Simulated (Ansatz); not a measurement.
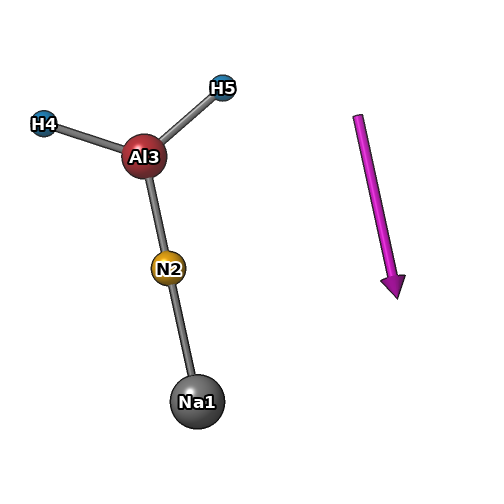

The arrow beside the molecule shows the direction of the dipole moment, from the negative to the positive end (its length means nothing). The species is neutral and a spin doublet. The computed structure is the end point of a PBE-D4/def2-SVP optimisation. No frequency run is at hand to confirm it as a minimum. Method: UKS PBE-D4/def2-SVP (Ansatz 0.2.0).

### Estimate the dipole moment.

8.92 D; it points from the side of H4, H5 to the side of Na1 (the outermost atoms at the two ends).
